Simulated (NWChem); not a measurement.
# C2H7ClSi2 (SMILES C=C[SiH2][SiH2]Cl): levels of theory compared

We compute a comparison of 3 runs (HF/def2-SVP, SVWN5/6-31G*, PBE0/def2-SVP) of C2H7ClSi2. 

The results are computed with NWChem 7.3.0.

### Step 1. The molecule

The species is C2H7ClSi2 (12 atoms), meant as a singlet with charge 0. SMILES: `C=C[SiH2][SiH2]Cl`. The shape is that of a PBE0-D4/def2-TZVP optimisation. This is one conformer, not always the lowest.

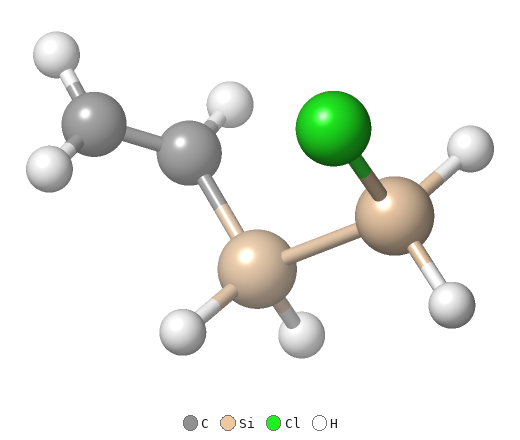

The structure, seen from a chosen angle (carbon grey, silicon light orange, chlorine green, hydrogen white).

### Step 2. Energy and forces at HF/def2-SVP (run 1)

Contents of run.py:

```python
from ase import Atoms
from ase.calculators.nwchem import NWChem

atoms = Atoms(['C', 'C', 'Si', 'Si', 'Cl', 'H', 'H', 'H', 'H', 'H', 'H', 'H'], positions=[
    [-0.509300, 1.931900, 1.146000],
    [-0.550400, 0.602300, 1.142300],
    [0.787400, -0.452500, 0.400800],
    [0.008500, -1.456500, -1.567400],
    [-0.511600, 0.036500, -2.897700],
    [0.334100, 2.480100, 0.736100],
    [-1.315400, 2.532300, 1.558300],
    [-1.426100, 0.111500, 1.564100],
    [1.202200, -1.536600, 1.336400],
    [1.966400, 0.393300, 0.071400],
    [-1.204100, -2.281700, -1.327600],
    [1.036100, -2.305800, -2.223500],
])

calc = NWChem(
    label='c2h7clsi2',
    theory='scf',
    memory='2200 mb',
    basis='def2-SVP',
    basispar='spherical bse',
    scf={'nopen': '0', 'rhf': None, 'thresh': '1e-08', 'maxiter': '80'},
)
atoms.calc = calc

forces = atoms.get_forces()
print("Total energy (eV):", round(atoms.get_potential_energy(), 6))
print("forces (eV/A):")
for s, f in zip(atoms.symbols, forces):
    print(f"{s:2s} {f[0]:10.5f} {f[1]:10.5f} {f[2]:10.5f}")
print("dipole (e A):", atoms.get_dipole_moment().round(4))
```

On the command line:

```sh
$ export ASE_NWCHEM_COMMAND="nwchem PREFIX.nwi > PREFIX.nwo"
$ python run.py
```

The program printed:

```text
Total energy (eV): -30390.115917
forces (eV/A):
C    -0.05296   -0.14033    0.04309
C    -0.24775    0.38618    0.14321
Si    0.44768   -0.16080    0.08562
Si    0.00602   -0.59814   -0.02345
Cl   -0.11421    0.35209   -0.30709
H    -0.06268    0.00257    0.03389
H     0.05019   -0.02098   -0.02705
H     0.01877    0.06160    0.00303
H    -0.01157    0.07374   -0.04803
H    -0.05965   -0.06654    0.02715
H     0.11411    0.05199   -0.00406
H    -0.08798    0.05857    0.07379
dipole (e A): [ 0.0119 -0.0368  0.3457]
```

The calculator wrote c2h7clsi2.nwi:

```
title "c2h7clsi2"

permanent_dir c2h7clsi2

scratch_dir c2h7clsi2

start c2h7clsi2

geometry units angstrom nocenter noautosym noautoz
  C  -5.0929999999999997e-01 1.9319000000000000e+00 1.1459999999999999e+00
  C  -5.5040000000000000e-01 6.0229999999999995e-01 1.1423000000000001e+00
  Si 7.8739999999999999e-01 -4.5250000000000001e-01 4.0079999999999999e-01
  Si 8.5000000000000006e-03 -1.4564999999999999e+00 -1.5673999999999999e+00
  Cl -5.1160000000000005e-01 3.6499999999999998e-02 -2.8976999999999999e+00
  H  3.3410000000000001e-01 2.4801000000000002e+00 7.3609999999999998e-01
  H  -1.3153999999999999e+00 2.5323000000000002e+00 1.5583000000000000e+00
  H  -1.4260999999999999e+00 1.1150000000000000e-01 1.5641000000000000e+00
  H  1.2021999999999999e+00 -1.5366000000000000e+00 1.3364000000000000e+00
  H  1.9663999999999999e+00 3.9329999999999998e-01 7.1400000000000005e-02
  H  -1.2040999999999999e+00 -2.2816999999999998e+00 -1.3275999999999999e+00
  H  1.0361000000000000e+00 -2.3058000000000001e+00 -2.2235000000000000e+00
end

memory 2200 mb

basis spherical bse noprint
   * library def2-SVP
end

scf
  nopen 0
  rhf
  thresh 1e-08
  maxiter 80
end

task scf gradient
```

c2h7clsi2.nwo:

```text
Northwest Computational Chemistry Package (NWChem) 7.3.0
             --------------------------------------------------------

           Job information
           ---------------

    nwchem branch   = 7.3.0
    use scalapack   = T
    input           = c2h7clsi2.nwi
    prefix          = c2h7clsi2.
    data base       = c2h7clsi2/c2h7clsi2.db
    status          = startup
    nproc           =        1

           Memory information
           ------------------

[... 5 lines left out ...]
    hardfail = no
[... 141 lines left out ...]
         Quadratically convergent ROHF
[... 14 lines left out ...]
       Final RHF  results
[... 4 lines left out ...]
      Two-electron energy =    747.685217012435
[... 51 lines left out ...]
                       ROHF Final Molecular Orbital Analysis
[... 306 lines left out ...]
                 ----------------------------------------
                 |  Time  |  1-e(secs)   |  2-e(secs)   |
                 ----------------------------------------
                 |  CPU   |       0.01   |       3.06   |
                 ----------------------------------------
                 |  WALL  |       0.01   |       3.06   |
                 ----------------------------------------

 Task  times  cpu:       16.9s     wall:       16.9s
 Total times  cpu:       16.9s     wall:       16.9s
```

Run time: 18 s. Hardware: 1 thread of Intel Xeon 6975P-C (Granite Rapids), shared host; peak memory 0.1 GiB.

### Step 3. Energy and gradient at SVWN5/6-31G(d) (spherical functions) (run 2)

Contents of m1.nw:

```
start m1
memory 2200 mb
geometry noautosym nocenter noautoz
 C       -0.509300       1.931900       1.146000
 C       -0.550400       0.602300       1.142300
 Si       0.787400      -0.452500       0.400800
 Si       0.008500      -1.456500      -1.567400
 Cl      -0.511600       0.036500      -2.897700
 H        0.334100       2.480100       0.736100
 H       -1.315400       2.532300       1.558300
 H       -1.426100       0.111500       1.564100
 H        1.202200      -1.536600       1.336400
 H        1.966400       0.393300       0.071400
 H       -1.204100      -2.281700      -1.327600
 H        1.036100      -2.305800      -2.223500
end
basis spherical bse
 * library 6-31G*
end
dft
 xc slater vwn_5
 grid fine
 convergence energy 1e-08
 maxiter 100
 mulliken
end
task dft gradient
```

On the command line:

```sh
$ nwchem m1.nw > m1.out
```

The program printed:

```text
[...]
          Wavefunction type:  closed shell.
          No. of atoms     :    12
          No. of electrons :    64
[...]
          Charge           :     0
          Spin multiplicity:     1
[...]
          AO basis - number of functions:    96
[...]
              XC Information
              --------------
                        Slater Exchange Functional  1.000 local
                      VWN V Correlation Functional  1.000 local
[...]
 d= 0,ls=0.0,diis     1  -1114.9200906635 -1.44D+03  1.30D-02  7.08D-01     2.2
[...]
 d= 0,ls=0.0,diis    12  -1114.9810147153 -1.93D-10  1.08D-07  7.74D-11    17.9
         Total DFT energy =    -1114.981014715259
      One electron energy =    -2189.675025296627
           Coulomb energy =      829.812738061449
    Exchange-Corr. energy =      -78.914834599024
 Nuclear repulsion energy =      323.796107118943
[...]
      Total Density - Mulliken Population Analysis
     ---------------------------------------------
    Atom       Charge   Shell Charges
 -----------   ------   -------------------------------------------------------
    1 C    6     6.35   2.00  0.68  2.06  0.59  0.99  0.03
    2 C    6     6.21   2.00  0.68  2.06  0.56  0.89  0.02
    3 Si  14    13.90   2.00  2.00  5.95  1.03  2.03  0.29  0.47  0.13
    4 Si  14    13.86   2.00  1.99  5.95  1.06  1.97  0.29  0.42  0.16
    5 Cl  17    17.21   2.00  2.00  5.97  1.41  3.63  0.55  1.64  0.02
    6 H    1     0.82   0.50  0.32
    7 H    1     0.83   0.50  0.32
    8 H    1     0.82   0.50  0.32
    9 H    1     1.01   0.47  0.53
   10 H    1     1.00   0.47  0.53
[...]
  wavefunction    = closed shell
[...]
```

It took 24 s on 1 thread of Intel Xeon 6975P-C (Granite Rapids), shared host; peak memory 0.12 GiB.

### Step 4. Energy and forces at PBE0/def2-SVP (run 3)

Contents of c2h7clsi2.nw:

```
start c2h7clsi2
memory total 2200 mb

geometry units angstrom noautosym nocenter noautoz
C       -0.509300       1.931900       1.146000
C       -0.550400       0.602300       1.142300
Si       0.787400      -0.452500       0.400800
Si       0.008500      -1.456500      -1.567400
Cl      -0.511600       0.036500      -2.897700
H        0.334100       2.480100       0.736100
H       -1.315400       2.532300       1.558300
H       -1.426100       0.111500       1.564100
H        1.202200      -1.536600       1.336400
H        1.966400       0.393300       0.071400
H       -1.204100      -2.281700      -1.327600
H        1.036100      -2.305800      -2.223500
end

basis spherical bse
* library def2-SVP
end

dft
xc pbe0
mult 1
grid fine
convergence energy 1e-08
iterations 100
mulliken
end

task dft gradient
```

On the command line:

```sh
$ nwchem c2h7clsi2.nw > c2h7clsi2.out
```

The program printed:

```text
[...]
          Wavefunction type:  closed shell.
          No. of atoms     :    12
          No. of electrons :    64
[...]
          Charge           :     0
          Spin multiplicity:     1
[...]
          AO basis - number of functions:   117
[...]
              XC Information
              --------------
                         PBE0 Method XC Functional
                     Hartree-Fock (Exact) Exchange  0.250
          PerdewBurkeErnzerhof Exchange Functional  0.750
            Perdew 1991 LDA Correlation Functional  1.000 local
           PerdewBurkeErnz. Correlation Functional  1.000 non-local
[...]
 d= 0,ls=0.0,diis     1  -1118.6939438528 -1.44D+03  7.57D-03  3.77D-01     2.7
[...]
 d= 0,ls=0.0,diis    10  -1118.7443279973 -9.99D-10  1.95D-07  1.10D-09    22.6
         Total DFT energy =    -1118.744327997327
      One electron energy =    -2189.078964722322
           Coulomb energy =      829.574546599196
    Exchange-Corr. energy =      -83.036016993143
 Nuclear repulsion energy =      323.796107118943
[...]
      Total Density - Mulliken Population Analysis
     ---------------------------------------------
    Atom       Charge   Shell Charges
 -----------   ------   -------------------------------------------------------
    1 C    6     6.05   1.99  0.90  0.24  2.04  0.85  0.03
    2 C    6     6.27   1.99  0.91  0.31  2.06  0.99  0.02
    3 Si  14    13.75   2.00  1.98  1.06  0.20  5.93  1.35  1.06  0.18
    4 Si  14    13.64   2.00  1.98  1.09  0.14  5.93  1.29  1.00  0.21
    5 Cl  17    17.27   2.00  1.99  1.25  0.71  5.93  2.15  3.23  0.02
    6 H    1     0.94   0.74  0.17  0.02
    7 H    1     0.94   0.74  0.17  0.02
    8 H    1     0.94   0.74  0.17  0.02
    9 H    1     1.05   0.73  0.32  0.01
   10 H    1     1.05   0.73  0.31  0.01
[...]
  wavefunction    = closed shell
[...]
```

Run time: 28 s. Hardware: 1 thread of Intel Xeon 6975P-C (Granite Rapids), shared host; peak memory 0.13 GiB.

### Step 5. The series

```csv
run,level,iteration cap,module,energy (Eh),dipole moment (D),HOMO energy (eV),LUMO energy (eV),wall time
1,HF/def2-SVP,80,scf,-1116.816170,1.67,-10.09,3.09,18 s
2,SVWN5/6-31G* (spherical functions),100,dft,-1114.981015,1.78,-6.49,-1.57,24 s
3,PBE0/def2-SVP,100,dft,-1118.744328,1.48,-7.62,-0.64,28 s
```

### Step 6. Summary of results

| quantity | value |
| --- | --- |
| run 3: total energy | -1118.74433 Eh |
| run 3: dipole moment | 1.48 D |
| run 3: HOMO energy | -7.62 eV |
| run 3: LUMO energy | -0.64 eV |
| run 3: HOMO–LUMO gap | 6.97 eV |
| run 3: largest force on an atom | 0.350 eV/Å |

What this shows: The dipole moment (its size) runs from 1.48 D (PBE0/def2-SVP) to 1.78 D (SVWN5/6-31G*). The two ends differ in method and basis. The HOMO–LUMO gap runs from 4.93 eV (SVWN5/6-31G*) to 13.17 eV (HF/def2-SVP). Totals of different functionals can't be ranked against each other. All runs together took 70 s, the longest 28 s.
